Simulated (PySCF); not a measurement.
**Run report: GeOF₃, geometry relaxation**

- system: GeOF₃, multiplicity 2
- method: PBE0-D3(BJ)/def2-SVP geometry optimisation, gas phase (PySCF 2.14.0)

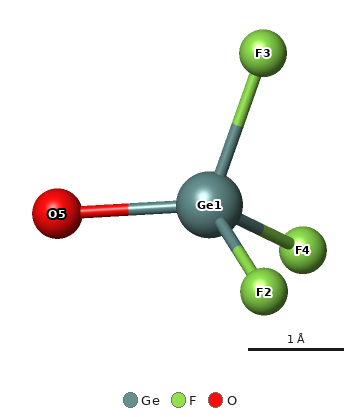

Figure 1. The structure as given in the input (ball-and-stick view, seen at a tilt; atoms are numbered from 1 in the order of the input). Sticks mark near contacts. Bond lengths as drawn: F–Ge 1.68 to 1.72 Å and Ge–O 1.63 Å.

## Results in brief

| quantity | value |
| --- | --- |
| outcome | converged |
| total energy | −2450.612186 hartree |
| ⟨S²⟩ | 0.753 |
| dipole moment | 0.39 D |
| point group | Cs |
| hardware | 1 CPU thread, shared host |
| wall time | 96 s |
| peak memory | 0.44 GiB |

## The input
```
{"job": {"xc": "PBE0", "basis": "def2-SVP", "d3": "d3bj", "grid": 2, "kind": "geom", "shake": 0.01}, "charge": 0, "multiplicity": 2}
Ge    -0.027342    -0.030546     0.095194
F      1.256834    -1.094030    -0.079542
F      0.615488     1.518757    -0.272487
F     -0.990455    -0.336174    -1.275940
O     -0.829576    -0.094833     1.512071
```

The first line tells a small driver script what to run in PySCF; the rest is the geometry in Å.

Launch command:
```bash
OMP_NUM_THREADS=1 python <driver script> task.json out
```

## What the program printed
```
step   0  E = -2450.59498354  max force = 0.111313
step   1  E = -2450.61048962  max force = 0.029047
step   2  E = -2450.61192451  max force = 0.011195
step   3  E = -2450.61217522  max force = 0.001590
step   4  E = -2450.61218641  max force = 0.000343
optimisation converged
```

## Trajectory as extended XYZ (Å, eV, eV/Å), 5 frames, from step=0 to step=4
```
5
Properties=species:S:1:pos:R:3:forces:R:3 step=0 energy=-66684.08608
Ge   -0.0273   -0.0306    0.0952    2.3728   1.3029  -5.7240
F     1.2568   -1.0940   -0.0795    0.7715  -0.8590   0.2914
F     0.6155    1.5188   -0.2725   -0.1835  -0.0780   0.5465
F    -0.9905   -0.3362   -1.2759   -0.3790  -0.1998  -0.0102
O    -0.8296   -0.0948    1.5121   -2.5819  -0.1661   4.8962
5
Properties=species:S:1:pos:R:3:forces:R:3 step=1 energy=-66684.50802
Ge    0.0169   -0.0009   -0.0473   -0.2079  -0.9499   1.4937
F     1.2899   -1.1589   -0.0337   -0.3803   0.4273  -0.1833
F     0.6029    1.5755   -0.1693    0.2503   0.4844  -0.2115
F    -1.0412   -0.3718   -1.3168   -0.0546  -0.0188  -0.3438
O    -0.8435   -0.0808    1.5464    0.3925   0.0570  -0.7550
5
Properties=species:S:1:pos:R:3:forces:R:3 step=2 energy=-66684.54706
Ge    0.0075   -0.0093   -0.0213   -0.1902  -0.1133   0.5757
F     1.2769   -1.1484   -0.0482   -0.0511   0.0756  -0.0586
F     0.6152    1.5735   -0.1820    0.0050  -0.0341  -0.0545
F    -1.0279   -0.3700   -1.3235    0.0299   0.0295  -0.0571
O    -0.8466   -0.0827    1.5544    0.2064   0.0423  -0.4054
5
Properties=species:S:1:pos:R:3:forces:R:3 step=3 energy=-66684.55389
Ge    0.0024   -0.0143   -0.0066   -0.0818   0.0455   0.0449
F     1.2704   -1.1477   -0.0537    0.0502  -0.0530   0.0031
F     0.6204    1.5628   -0.1871   -0.0050  -0.0184   0.0085
F    -1.0189   -0.3611   -1.3256    0.0059   0.0104   0.0084
O    -0.8494   -0.0765    1.5524    0.0306   0.0155  -0.0648
5
Properties=species:S:1:pos:R:3:forces:R:3 step=4 energy=-66684.55419
Ge    0.0020   -0.0151   -0.0059   -0.0128   0.0136  -0.0105
F     1.2680   -1.1531   -0.0510    0.0059  -0.0176   0.0065
F     0.6247    1.5599   -0.1862    0.0023  -0.0086   0.0076
F    -1.0179   -0.3574   -1.3270    0.0035   0.0041   0.0041
O    -0.8518   -0.0713    1.5494    0.0010   0.0085  -0.0076
```

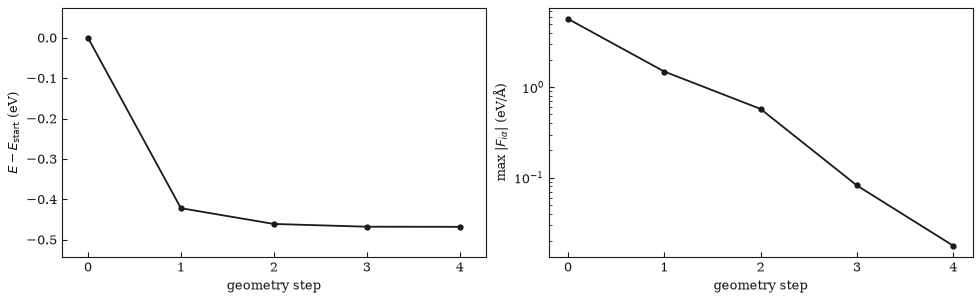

Figure 2. Progress of the relaxation, step by step (steps are counted from 0).

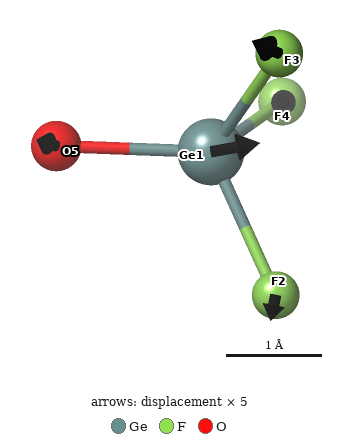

Figure 3. The starting structure with the displacements as black arrows, magnified 5 times (ball-and-stick view, seen at a tilt). The two geometries are laid on each other by the best rigid fit. Ge1 moves most after the best rigid fit: 0.11 Å. Largest moves by element: Ge 0.11 Å, F 0.08 Å, O 0.06 Å. Among the contacts that change: Ge1–O5 1.629 → 1.775 Å, Ge1–F2 1.676 → 1.703 Å, Ge1–F3 1.717 → 1.703 Å. Among the angles that change: F3–Ge1–F4 101.6° → 108.8°, F3–Ge1–O5 114.0° → 107.3°, F2–Ge1–O5 116.3° → 111.1°. After 4 geometry steps the energy has fallen by 0.468 eV. The largest force component goes from 5.7 to 0.018 eV/Å. (Atoms are counted from 1 in the order of the input.)
